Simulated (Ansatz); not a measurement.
CH6O2SSi

```xyz
11

Si   -0.4022    0.0939    0.2755
S     1.0294    1.5173    1.0494
C     0.6563   -0.8357   -0.9339
H     1.5958   -0.3035   -0.8375
O    -1.6585    0.8121   -0.5165
O    -1.0294   -0.7320    1.5666
H     1.3896    1.9681   -0.1756
H     0.2857   -0.7850   -1.9604
H     0.8126   -1.8853   -0.6651
H    -2.2573    1.3390    0.0343
H    -0.4219   -1.1889    2.1634
```

Not at a stationary point (largest force 0.7 eV/Å).

Computed with RKS B3LYP-D4/6-31G* in Ansatz 0.2.0.

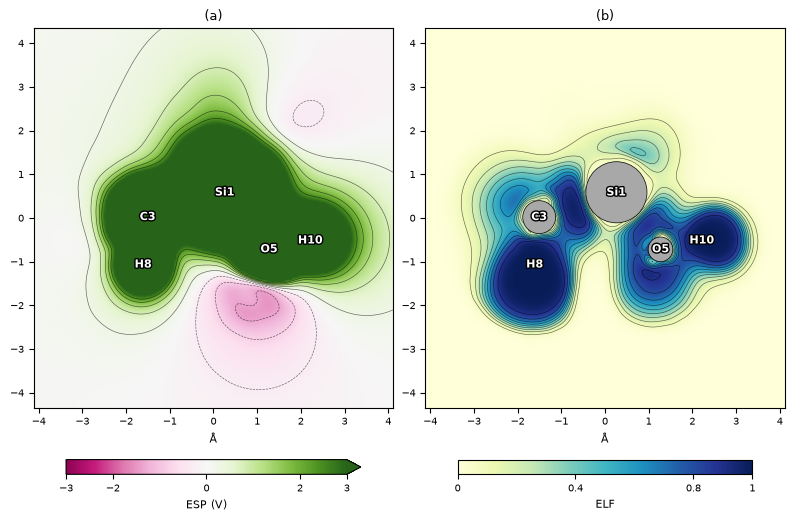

Figure 1. (a) electrostatic potential; (b) electron localisation function on the plane of atoms C3, Si1 and O5. Grey discs cover the atomic cores in the ELF map.

### Read the bonding off the picture.

The section cuts through Si, C, O and H sites.
Si–O (1.65 Å): the ELF peaks at about 0.85 between the atoms; a polar covalent bond.
C–Si (1.86 Å): the ELF peaks at about 0.95 between the atoms; localised, covalent bonding.
O–H (0.97 Å): the ELF climbs to about 1 towards the hydrogen, as it does in any bond to H (an ordinary covalent bond to hydrogen).
C–H (1.09 Å): the ELF climbs to about 1 towards the hydrogen (an ordinary covalent bond to hydrogen).
The ELF also peaks beside O5, away from the bonds: lone-pair regions.
Outside the dense part of the molecule the potential is most negative (−1.5 V) near O5.

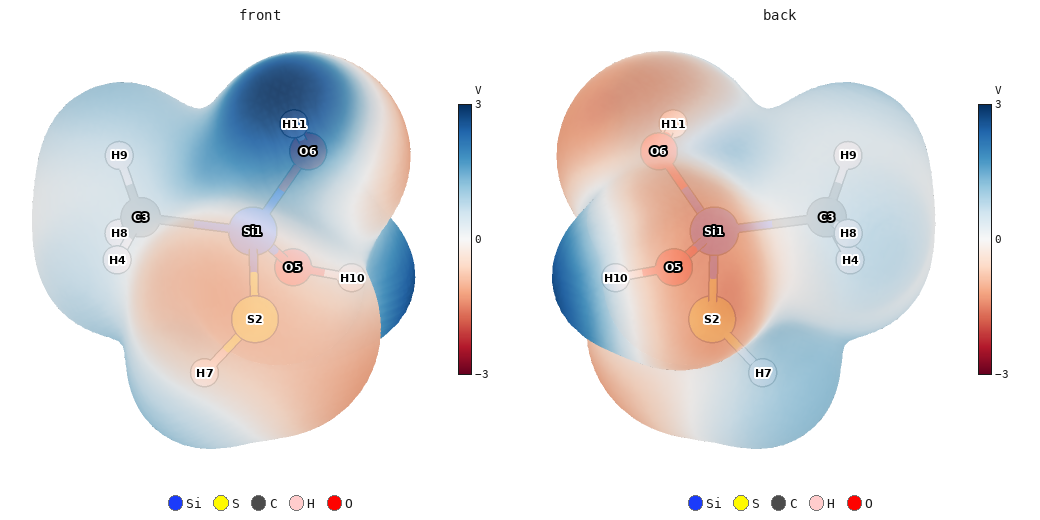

Figure 2. The electrostatic potential painted on the density surface at 0.002 e/bohr³, seen from the front and from behind; the colour scale runs from red (negative) to blue (positive).

### Which sites attract a positive test charge, and which a negative one?

A positive charge is drawn to the negative regions and a negative charge to the positive ones. The most negative region (about −1.4 V, or −32 kcal/mol for a unit charge) lies over O5 and O6, the most positive (about +2.8 V, or +65 kcal/mol for a unit charge) over H11.

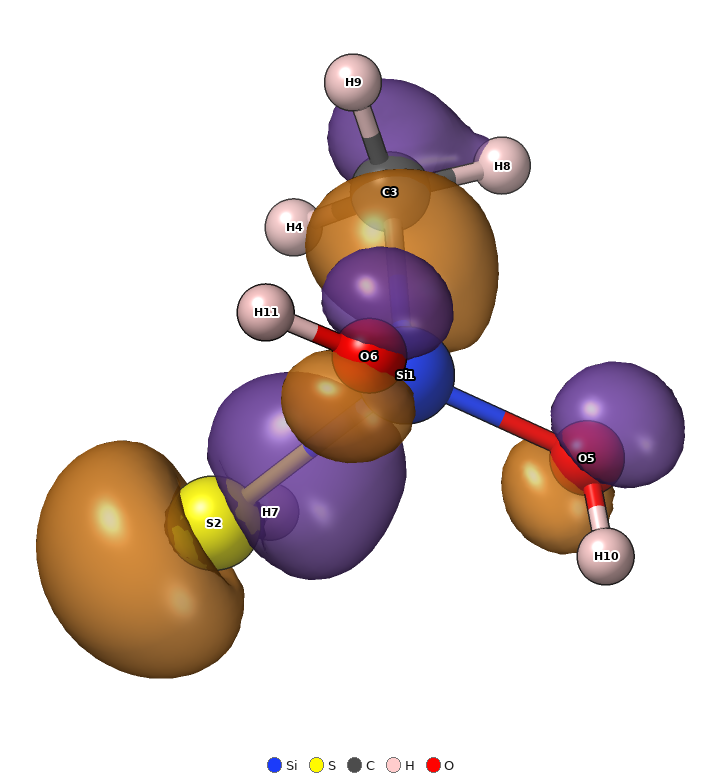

Figure 3. The HOMO−1 at ±0.15 Å⁻³ᐟ² (orange and purple are the two phases), seen at an oblique angle.

### Describe this orbital and give its energy.

By Hirshfeld shares it lies mainly on S2 (about 45 %), C3 (about 15 %), Si1 (about 15 %), O6 (about 10 %) and O5 (about 10 %). Its energy is −7.91 eV.
